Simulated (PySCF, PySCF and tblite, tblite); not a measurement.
# C3H5BCl2S2: a path driven as rotation about a bond, and NMR exchange

How fast is rotation about a bond in C3H5BCl2S2 (`CSS/C=C/B(Cl)Cl`), and when do the exchanging lines merge?

Programs: PySCF 2.14.0 with density-fitted response routines of our own, and tblite 0.8.0. All values are computed, except where a source is named. Atoms count from 0 throughout.

## Step 1: The starting structure

13 atoms, charge 0, multiplicity 1; geometry from: force field or distance geometry start.

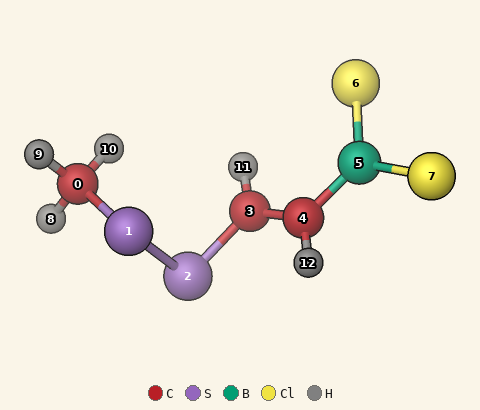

The starting geometry (carbon red, sulfur purple, boron teal, chlorine yellow, hydrogen grey), atoms numbered.

## Step 2: GFN2-xTB relaxation, start minimum

The job: settings as JSON, then the geometry in Å.

```
{"job": {"xc": "GFN2-xTB", "basis": "xTB", "kind": "relax"}, "charge": 0, "multiplicity": 1}
C     -2.780500     0.374800     0.192400
S     -1.798100    -1.101500     0.517400
S     -0.815100    -1.041700    -1.368300
C      0.542900    -0.067000    -0.736500
C      1.634100    -0.686500    -0.246800
B      2.857400     0.107700     0.322200
Cl     2.882400     1.958000     0.397400
Cl     4.326100    -0.821000     0.962500
H     -3.418900     0.211300    -0.701200
H     -3.446600     0.579100     1.070900
H     -2.128900     1.250400     0.027500
H      0.457700     1.004700    -0.737200
H      1.683000    -1.767700    -0.249800
```

Run with:

```bash
> OMP_NUM_THREADS=1 python ens_run.py task.json out
```

The driver reads the study from task.json and runs its stages one after another.

Log:

```text
step      E/eV     max force
  0    -702.64036    1.989
  1    -702.84206    1.610
  2    -703.01953    1.017
  3    -703.05398    0.406
  4    -703.06676    0.272
  5    -703.07311    0.218
  6    -703.07641    0.171
  7    -703.08132    0.176
  8    -703.08532    0.223
  9    -703.09039    0.236
 10    -703.09526    0.195
 11    -703.09972    0.237
 12    -703.10350    0.212
 13    -703.10663    0.178
 14    -703.10861    0.122
 15    -703.10977    0.141
 16    -703.11071    0.128
 17    -703.11186    0.128
 18    -703.11319    0.143
 19    -703.11418    0.090
 20    -703.11466    0.061
 21    -703.11496    0.054
 22    -703.11534    0.074
 23    -703.11581    0.101
 24    -703.11630    0.094
 25    -703.11677    0.064
 26    -703.11733    0.080
 27    -703.11819    0.110
 28    -703.11939    0.114
 29    -703.12051    0.107
 30    -703.12123    0.067
 31    -703.12178    0.068
 32    -703.12249    0.098
 33    -703.12365    0.121
 34    -703.12522    0.138
 35    -703.12687    0.111
 36    -703.12833    0.096
 37    -703.12984    0.117
 38    -703.13235    0.158
 39    -703.13745    0.246
 40    -703.14542    0.385
 41    -703.15437    0.370
 42    -703.15237    0.553
 43    -703.16907    0.387
 44    -703.17418    0.239
 45    -703.18562    0.252
 46    -703.19233    0.261
 47    -703.20050    0.241
 48    -703.20576    0.236
 49    -703.21353    0.254
 50    -703.22367    0.320
 51    -703.23532    0.299
 52    -703.24414    0.232
 53    -703.24836    0.343
 54    -703.22872    0.813
 55    -703.25636    0.148
 56    -703.25877    0.134
 57    -703.26671    0.287
 58    -703.26832    0.131
 59    -703.27020    0.128
 60    -703.27198    0.115
 61    -703.27343    0.118
 62    -703.27514    0.123
 63    -703.27725    0.126
 64    -703.27953    0.138
 65    -703.28214    0.156
 66    -703.28610    0.179
 67    -703.29253    0.221
 68    -703.30071    0.268
 69    -703.30919    0.215
 70    -703.31660    0.216
 71    -703.31989    0.484
 72    -703.32826    0.419
 73    -703.33492    0.201
 74    -703.34547    0.145
 75    -703.35443    0.346
 76    -703.35776    0.138
 77    -703.36042    0.114
 78    -703.36197    0.133
 79    -703.36331    0.119
 80    -703.36492    0.079
 81    -703.36584    0.063
 82    -703.36689    0.075
 83    -703.36781    0.070
 84    -703.36858    0.065
 85    -703.36919    0.082
 86    -703.37000    0.097
 87    -703.37089    0.073
 88    -703.37195    0.072
 89    -703.37234    0.070
 90    -703.37286    0.052
 91    -703.37329    0.059
 92    -703.37368    0.073
 93    -703.37404    0.061
 94    -703.37442    0.047
 95    -703.37480    0.037
 96    -703.37511    0.042
 97    -703.37538    0.047
 98    -703.37562    0.042
 99    -703.37590    0.042
100    -703.37620    0.047
101    -703.37649    0.055
102    -703.37670    0.046
103    -703.37685    0.027
104    -703.37696    0.019
105    -703.37702    0.018
106    -703.37705    0.016
107    -703.37708    0.017
108    -703.37711    0.016
109    -703.37715    0.018
110    -703.37719    0.016
111    -703.37723    0.016
112    -703.37728    0.019
113    -703.37733    0.023
114    -703.37742    0.027
115    -703.37754    0.032
116    -703.37772    0.039
117    -703.37793    0.044
118    -703.37816    0.045
119    -703.37841    0.036
120    -703.37862    0.030
121    -703.37880    0.031
122    -703.37891    0.025
123    -703.37899    0.022
124    -703.37904    0.016
125    -703.37906    0.015
126    -703.37909    0.013
127    -703.37912    0.011
128    -703.37915    0.013
129    -703.37919    0.017
130    -703.37922    0.019
131    -703.37925    0.015
132    -703.37929    0.014
133    -703.37935    0.024
134    -703.37941    0.028
135    -703.37947    0.028
136    -703.37951    0.020
137    -703.37954    0.011
138    -703.37955    0.008
139    -703.37955    0.004
140    -703.37955    0.002
```

Run time: 1.3 s. Hardware: 1 thread of Arm Neoverse V1, shared host.

Relaxing gained 0.739 eV and moved the atoms by 1.01 Å on average (rms).

## Step 3: Relaxed scan, rotation

The job: settings as JSON, then the geometry in Å.

```
{"job": {"xc": "GFN2-xTB", "basis": "xTB", "coordinate": [["t", [0, 1, 2, 3], 1.0]], "kind": "drive"}, "charge": 0, "multiplicity": 1}
C     -2.934228     0.576171    -0.265663
S     -2.273314    -0.639481     0.922033
S     -0.782666    -1.505539    -0.171860
C      0.591331    -0.508894     0.219507
C      1.815427    -0.692907    -0.299492
B      3.025173     0.186224     0.050328
Cl     2.869206     1.519040     1.139933
Cl     4.570367    -0.130687    -0.642935
H     -3.286092     0.060266    -1.152985
H     -3.760993     1.065908     0.237308
H     -2.164964     1.300435    -0.515598
H      0.385148     0.279260     0.929464
H      1.941216    -1.509310    -0.999480
```

Log:

```text
point  coordinate     E/eV
  0    105.300     -703.36751
  1    120.200     -703.33963
  2    135.200     -703.30470
  3    150.300     -703.27190
  4    165.400     -703.24864
  5    180.500     -703.24112
  6    195.600     -703.24965
  7    210.800     -703.27172
  8    225.800     -703.30616
  9    240.800     -703.34152
 10    255.700     -703.36872
 11    270.500     -703.37901
```

Wall time 4.5 s (1 thread of Arm Neoverse V1, shared host).

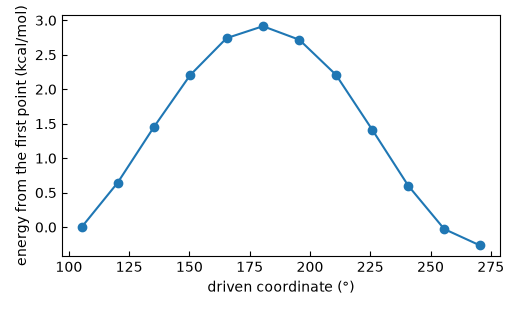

Energy along the scan.

## Step 4: Nudged elastic band, leg 1

The job, as its differences from that of step 3:

```diff
@@ -1,2 +1,2 @@
-{"job": {"xc": "GFN2-xTB", "basis": "xTB", "coordinate": [["t", [0, 1, 2, 3], 1.0]], "kind": "drive"}, "charge": 0, "multiplicity": 1}
+{"job": {"xc": "GFN2-xTB", "basis": "xTB", "kind": "neb"}, "charge": 0, "multiplicity": 1}
 C     -2.934228     0.576171    -0.265663
```

Log:

```text
image   E - E0 / eV
  0       0.0000
  1       0.0374
  2       0.1065
  3       0.1383
  4       0.0949
  5       0.0293
  6      -0.0000
```

It took 1.8 s on 1 thread of Arm Neoverse V1, shared host.

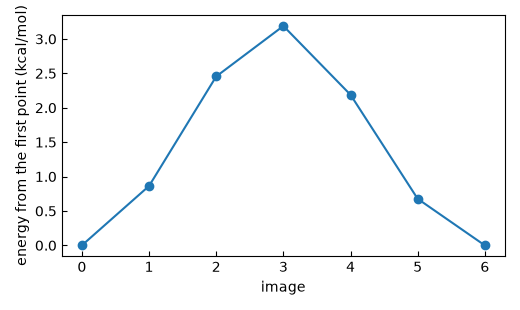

Energy along the band.

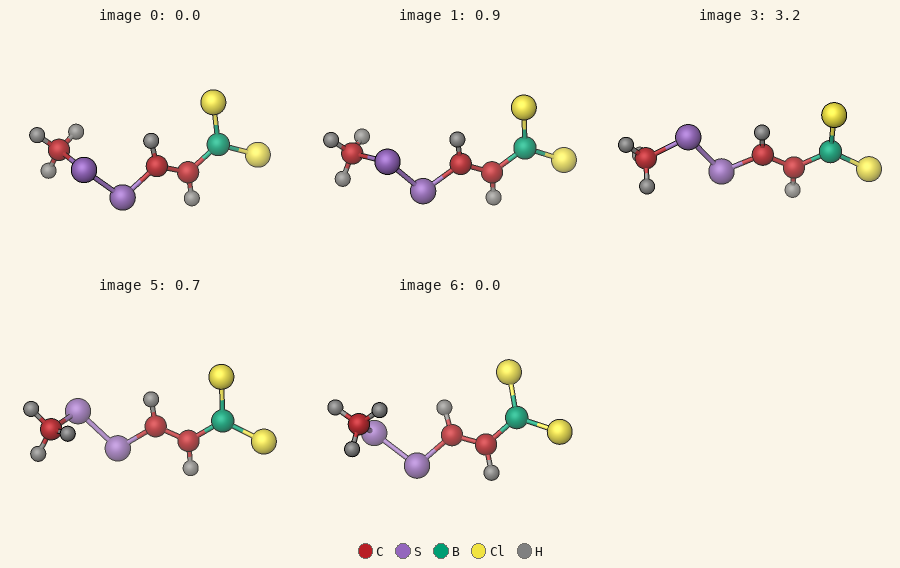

Images along the band, with energies in kcal/mol.

## Step 5: Saddle search, leg 1

The job: settings as JSON, then the geometry in Å.

```
{"job": {"xc": "GFN2-xTB", "basis": "xTB", "kind": "saddle"}, "charge": 0, "multiplicity": 1}
C     -3.491422     0.309404    -0.215395
S     -1.925883     0.713265     0.604773
S     -0.639167    -0.292377    -0.687181
C      0.864824    -0.050730     0.123888
C      2.044472    -0.493486    -0.347549
B      3.383915    -0.228675     0.346819
Cl     3.467188     0.682684     1.814948
Cl     4.855555    -0.808285    -0.342234
H     -3.572347    -0.766923    -0.331602
H     -4.275441     0.674890     0.439300
H     -3.539304     0.808640    -1.178008
H      0.792475     0.496760     1.051840
H      2.035135    -1.045165    -1.279600
```

Log:

```text
step      E/eV     max force
  0    -703.24128   0.0459
  1    -703.24235   0.1677
  2    -703.24239   0.0396
  3    -703.24327   0.0405
  4    -703.24339   0.0279
  5    -703.24342   0.0090
  6    -703.24343   0.0000
lowest wavenumbers (cm-1): -44.3 33.8 54.9 112.4 127.7 132.1
```

Run time: 4.2 s. Hardware: 1 thread of Arm Neoverse V1, shared host.

Point group Cs; 1 imaginary mode, 44i cm⁻¹, carried by C0, S1, H10, H8. Steps downhill from it reached both ends.

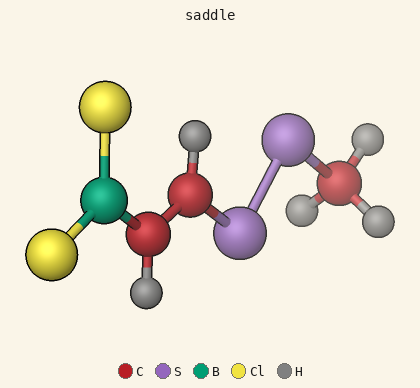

The saddle point.

## Step 6: Shieldings, start: revPBE/pcSseg-1

The job: settings as JSON, then the geometry in Å.

```
{"job": {"kind": "nmr", "xc": "revPBE", "basis": "pcSseg-1", "pop": false}, "charge": 0, "multiplicity": 1}
C     -2.934228     0.576171    -0.265663
S     -2.273314    -0.639481     0.922033
S     -0.782666    -1.505539    -0.171860
C      0.591331    -0.508894     0.219507
C      1.815427    -0.692907    -0.299492
B      3.025173     0.186224     0.050328
Cl     2.869206     1.519040     1.139933
Cl     4.570367    -0.130687    -0.642935
H     -3.286092     0.060266    -1.152985
H     -3.760993     1.065908     0.237308
H     -2.164964     1.300435    -0.515598
H      0.385148     0.279260     0.929464
H      1.941216    -1.509310    -0.999480
```

Log:

```text
coarse grid: 13944 points
cycle   1  E = -1858.4775327964  dE =  8.610e-01  |g| = 4.914e-01  |ddm| = 3.683e+00
cycle   2  E = -1858.3469386296  dE =  1.306e-01  |g| = 8.179e-01  |ddm| = 1.265e+00
cycle   3  E = -1858.5249938368  dE = -1.781e-01  |g| = 2.310e-01  |ddm| = 1.030e+00
cycle   4  E = -1858.5409290840  dE = -1.594e-02  |g| = 5.956e-02  |ddm| = 2.966e-01
cycle   5  E = -1858.5416949516  dE = -7.659e-04  |g| = 2.947e-02  |ddm| = 9.422e-02
cycle   6  E = -1858.5419177213  dE = -2.228e-04  |g| = 6.809e-03  |ddm| = 3.866e-02
cycle   7  E = -1858.5419286009  dE = -1.088e-05  |g| = 2.847e-03  |ddm| = 9.849e-03
cycle   8  E = -1858.5419307937  dE = -2.193e-06  |g| = 7.618e-04  |ddm| = 3.700e-03
final grid: 118680 points
cycle   9  E = -1858.6034097144  dE = -3.973e-05  |g| = 1.523e-02  |ddm| = 4.504e-02
cycle  10  E = -1858.6032362745  dE =  1.734e-04  |g| = 2.819e-02  |ddm| = 4.429e-02
cycle  11  E = -1858.6034586152  dE = -2.223e-04  |g| = 4.781e-03  |ddm| = 3.500e-02
cycle  12  E = -1858.6034639492  dE = -5.334e-06  |g| = 2.253e-03  |ddm| = 7.272e-03
cycle  13  E = -1858.6034653293  dE = -1.380e-06  |g| = 4.837e-04  |ddm| = 2.481e-03
cycle  14  E = -1858.6034653923  dE = -6.309e-08  |g| = 1.279e-04  |ddm| = 6.037e-04
cycle  15  E = -1858.6034653967  dE = -4.400e-09  |g| = 2.682e-05  |ddm| = 1.680e-04
cycle  16  E = -1858.6034653969  dE = -2.010e-10  |g| = 5.856e-06  |ddm| = 4.834e-05
converged SCF energy = -1858.6034653969

GIAO shielding tensors (ppm)
atom      isotropic    diamagn.    paramagn.     s11        s22        s33       span
  0 C      152.472     250.755     -98.283    125.147    150.638    181.632     56.485
  1 S      402.924    1056.351    -653.427    250.494    268.980    689.298    438.804
  2 S      317.698    1056.469    -738.771    232.761    292.185    428.147    195.386
  3 C        4.111     260.771    -256.660    -78.571      1.702     89.201    167.771
  4 C       53.550     253.292    -199.742    -42.270     50.960    151.960    194.230
  5 B       50.935     191.299    -140.363     28.952     40.783     83.071     54.119
  6 Cl     726.980    1147.745    -420.765    463.985    766.854    950.102    486.117
  7 Cl     680.210    1145.054    -464.844    439.591    722.864    878.176    438.585
  8 H       29.184      29.329      -0.145     24.819     27.266     35.467     10.648
  9 H       29.724      28.440       1.284     25.135     26.112     37.926     12.791
 10 H       29.236      31.580      -2.344     24.276     28.897     34.535     10.260
 11 H       24.046      33.407      -9.361     18.710     21.534     31.894     13.183
 12 H       25.434      31.450      -6.017     21.647     23.324     31.331      9.684
```

Wall time 34 s (1 thread of Arm Neoverse V1, shared host); peak memory 0.7 GiB.

This run: HOMO -6.09 eV, LUMO -2.76 eV; dipole 3.12 D.

## Step 7: Shieldings, saddle of leg 1: revPBE/pcSseg-1

The job: settings as JSON, then the geometry in Å.

```
{"job": {"kind": "nmr", "xc": "revPBE", "basis": "pcSseg-1", "pop": false}, "charge": 0, "multiplicity": 1}
C     -3.493715     0.302719    -0.215857
S     -1.940076     0.629162     0.659166
S     -0.640842    -0.315217    -0.666086
C      0.868240    -0.034633     0.122173
C      2.048078    -0.466229    -0.361337
B      3.388236    -0.218016     0.337041
Cl     3.470409     0.654754     1.828566
Cl     4.856659    -0.806396    -0.351169
H     -3.651750    -0.768584    -0.292768
H     -4.274100     0.755386     0.386951
H     -3.463281     0.762760    -1.198720
H      0.799633     0.520622     1.045979
H      2.032509    -1.016327    -1.293939
```

Log:

```text
coarse grid: 13944 points
cycle   1  E = -1858.4629205041  dE =  8.660e-01  |g| = 5.075e-01  |ddm| = 3.638e+00
cycle   2  E = -1858.2835436199  dE =  1.794e-01  |g| = 9.060e-01  |ddm| = 1.478e+00
cycle   3  E = -1858.5109204054  dE = -2.274e-01  |g| = 2.626e-01  |ddm| = 1.239e+00
cycle   4  E = -1858.5319330207  dE = -2.101e-02  |g| = 5.855e-02  |ddm| = 3.281e-01
cycle   5  E = -1858.5326676800  dE = -7.347e-04  |g| = 2.994e-02  |ddm| = 8.883e-02
cycle   6  E = -1858.5328957438  dE = -2.281e-04  |g| = 7.171e-03  |ddm| = 3.744e-02
cycle   7  E = -1858.5329064900  dE = -1.075e-05  |g| = 3.599e-03  |ddm| = 1.142e-02
cycle   8  E = -1858.5329103333  dE = -3.843e-06  |g| = 7.245e-04  |ddm| = 4.755e-03
final grid: 118680 points
cycle   9  E = -1858.5941389380  dE = -3.267e-05  |g| = 1.605e-02  |ddm| = 4.237e-02
cycle  10  E = -1858.5938824734  dE =  2.565e-04  |g| = 3.227e-02  |ddm| = 5.328e-02
cycle  11  E = -1858.5941883740  dE = -3.059e-04  |g| = 6.894e-03  |ddm| = 4.529e-02
cycle  12  E = -1858.5942017639  dE = -1.339e-05  |g| = 2.342e-03  |ddm| = 9.307e-03
cycle  13  E = -1858.5942031755  dE = -1.412e-06  |g| = 6.141e-04  |ddm| = 2.424e-03
cycle  14  E = -1858.5942032753  dE = -9.983e-08  |g| = 1.334e-04  |ddm| = 6.700e-04
cycle  15  E = -1858.5942032803  dE = -4.942e-09  |g| = 2.859e-05  |ddm| = 1.968e-04
cycle  16  E = -1858.5942032805  dE = -2.374e-10  |g| = 5.326e-06  |ddm| = 4.165e-05
converged SCF energy = -1858.5942032805

GIAO shielding tensors (ppm)
atom      isotropic    diamagn.    paramagn.     s11        s22        s33       span
  0 C      160.989     250.999     -90.010    144.308    156.183    182.477     38.169
  1 S      411.826    1058.181    -646.354    235.307    279.889    720.284    484.977
  2 S      338.317    1057.820    -719.502    236.638    261.420    516.894    280.256
  3 C       22.082     261.419    -239.337    -66.964      7.248    125.962    192.926
  4 C       56.639     252.578    -195.939    -35.693     52.082    153.527    189.220
  5 B       51.803     191.192    -139.388     30.063     42.497     82.849     52.786
  6 Cl     734.579    1147.066    -412.486    478.267    775.098    950.372    472.105
  7 Cl     687.875    1144.686    -456.811    456.464    731.186    875.974    419.510
  8 H       29.233      29.842      -0.608     23.868     27.424     36.409     12.541
  9 H       29.583      27.967       1.616     24.919     26.178     37.653     12.733
 10 H       29.233      29.841      -0.608     23.867     27.423     36.409     12.542
 11 H       24.307      33.159      -8.852     19.389     20.313     33.218     13.829
 12 H       25.561      31.815      -6.255     21.753     23.269     31.661      9.908
```

Wall time 40 s (1 thread of Arm Neoverse V1, shared host); peak memory 0.71 GiB.

Key values: HOMO -5.25 eV, LUMO -2.67 eV; dipole 4.49 D.

The fields below are evaluated on a grid from the run's orbitals.

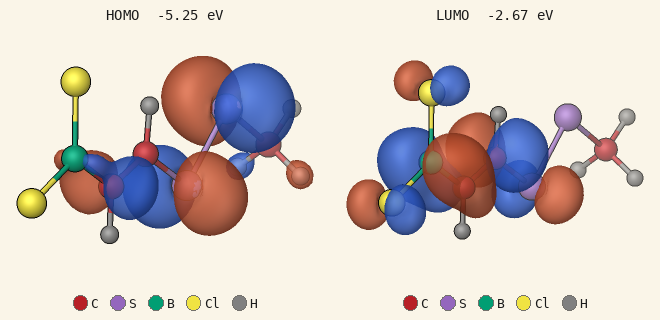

revPBE/pcSseg-1 orbitals near the gap, drawn at the value that encloses 70 % of each; the two colours are the two signs.

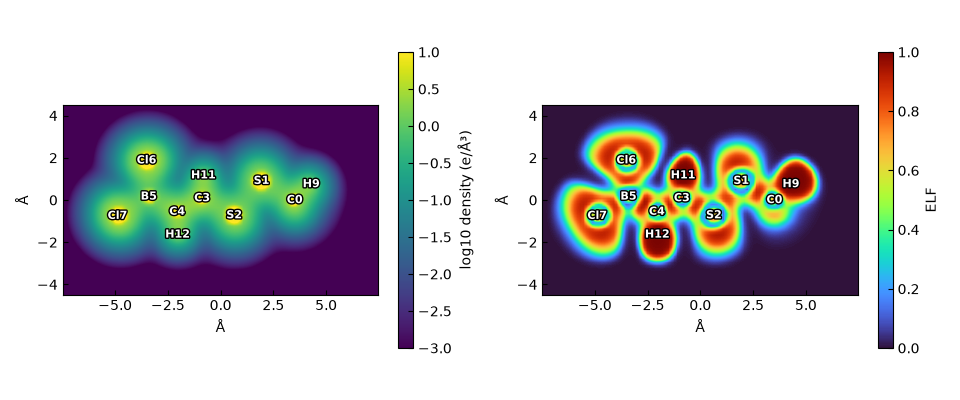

Density (left) and ELF (right) in a plane through or near 11 of the atoms.

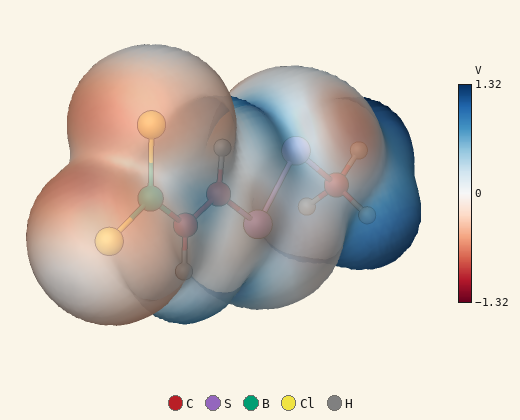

The potential that a unit positive charge feels on the 0.002 e/bohr³ surface, from the 1st to the 99th percentile, from -0.63 V near Cl7 to 1.32 V near H9.

## Step 8: Kinetics and line shapes

The job: settings as JSON, then the geometry in Å.

```
{"job": {"smiles": "CSS/C=C/B(Cl)Cl", "charge": 0, "mult": 1, "motion": "rotation", "what": "dichalcogenide", "atoms": [1, 2], "drives": [{"terms": [["t", [0, 1, 2, 3], 1.0]], "by": 180, "n": 12}], "study": "path", "level": {"kind": "nmr", "xc": "revPBE", "basis": "pcSseg-1"}, "fields": [100, 250, 900], "first": 3, "seed": 3, "kind": "path"}, "charge": 0, "multiplicity": 1}
C     -2.934228     0.576171    -0.265663
S     -2.273314    -0.639481     0.922033
S     -0.782666    -1.505539    -0.171860
C      0.591331    -0.508894     0.219507
C      1.815427    -0.692907    -0.299492
B      3.025173     0.186224     0.050328
Cl     2.869206     1.519040     1.139933
Cl     4.570367    -0.130687    -0.642935
H     -3.286092     0.060266    -1.152985
H     -3.760993     1.065908     0.237308
H     -2.164964     1.300435    -0.515598
H      0.385148     0.279260     0.929464
H      1.941216    -1.509310    -0.999480
```

Log:

```text
stationary points (kcal/mol above the start)
  n  kind          group   xTB      DFT    lowest mode
  0  minimum      C1       0.00     0.00      27.0
  1  saddle       Cs       3.14     6.15     -44.3
  2  minimum      C1      -0.00     0.00      27.2

GFN2-xTB energies: T/K, barrier G, reaction G (kcal/mol), k forward, k back (1/s)
 150.00     3.25     0.00   5.81e+07   5.87e+07
 200.00     3.35     0.00   9.21e+08   9.29e+08
 250.00     3.46     0.00   4.94e+09   4.98e+09
 298.15     3.58     0.00   1.48e+10   1.49e+10
 350.00     3.72     0.00   3.48e+10    3.5e+10
 400.00     3.86     0.01   6.46e+10   6.51e+10
 500.00     4.18     0.01   1.56e+11   1.57e+11

revPBE/pcSseg-1 + D3(BJ) energies: T/K, barrier G, reaction G (kcal/mol), k forward, k back (1/s)
 150.00     6.26     0.00   2.36e+03   2.39e+03
 200.00     6.36     0.00   4.69e+05   4.74e+05
 250.00     6.47     0.00   1.15e+07   1.16e+07
 298.15     6.59     0.01   9.15e+07   9.23e+07
 350.00     6.73     0.01   4.57e+08    4.6e+08
 400.00     6.88     0.01   1.46e+09   1.47e+09
 500.00     7.19     0.01   7.51e+09   7.56e+09
```

Run time: 91 s. Hardware: 1 thread of Arm Neoverse V1, shared host; peak memory 0.71 GiB. This counts the whole study up to here.

Barriers by level (kcal/mol; entropies in cal/(mol K)). Zero-point and thermal terms come from xTB in every row. ΔG‡ leaves symmetry out; the rate counts one path; effective ΔG‡, where given, is the barrier that would give that rate by Eyring's equation alone:

```tsv
level	ΔE‡	with zero-point	ΔH‡	ΔS‡	ΔG‡ (298 K)	ΔE of reaction	k at 298 K (1/s)	effective ΔG‡
GFN2-xTB	3.14	3.06	2.59	-3.3	3.58	0.00	1.5e+10	3.58
revPBE/pcSseg-1 + D3(BJ)	6.15	6.08	5.60	-3.3	6.59	0.00	9.2e+07	6.59
```

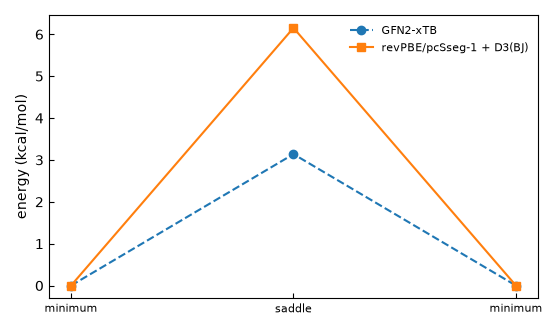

The xTB stationary points, at both levels.

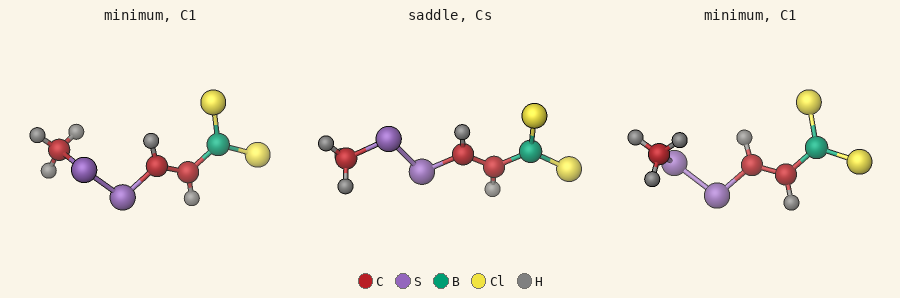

The stationary points in order.

## Step 9: Results

```
                          quantity                              value
barrier (revPBE/pcSseg-1 + D3(BJ))   ΔE‡ 6.2, ΔG‡(298 K) 6.6 kcal/mol
                barrier (GFN2-xTB)                   ΔE‡ 3.1 kcal/mol
                     rate at 298 K                        9.2e+07 s⁻¹
                   end of the path  the start, renumbered or mirrored
```

**Reading.** DFT puts the top 6.2 kcal/mol above the start (xTB: 3.1); the rate from the DFT barrier is 9.2e+07 s⁻¹ at 298 K. An error of 1.4 kcal/mol changes that rate tenfold. No two sites that the motion interchanges differ enough in shielding to show exchange.
